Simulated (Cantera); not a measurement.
Charge: 1 mol Fe₃O₄, 1.8 mol CH₄, 1.9 mol N₂, held at 1.00 bar.

These are equilibrium values from Cantera (NASA tables, ideal gas, pure condensed phases), not measurements of a reactor. Candidate condensed phases: C, C₆H₆, C₇H₈, C₈H₁₈, Fe, Fe(CO)₅, FeO, Fe(OH)₂, Fe(OH)₃, Fe₂O₃, Fe₃O₄, H₂O; 140 gas species. Mutual solubility and eutectic melting of coexisting phases are not modelled. The tables' stoichiometric FeO is somewhat more stable than real wüstite, so its field is too wide. FeO: taken at fixed stoichiometry. Rates play no part.

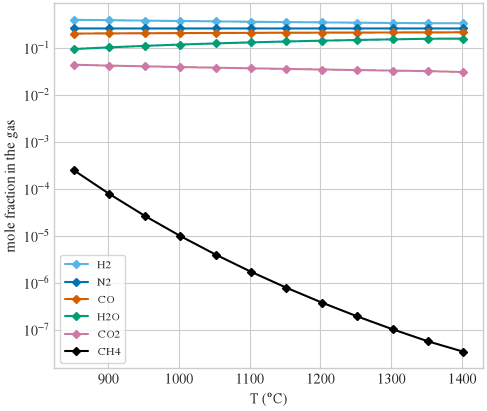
Figure: Equilibrium gas composition (values under 1e-9 drawn at 1e-9)

Read off the mole fractions at 902 °C.

H₂ about 0.39, N₂ about 0.26, CO about 0.20, H₂O about 0.10, CO₂ about 0.042, CH₄ about 7.8e-5.
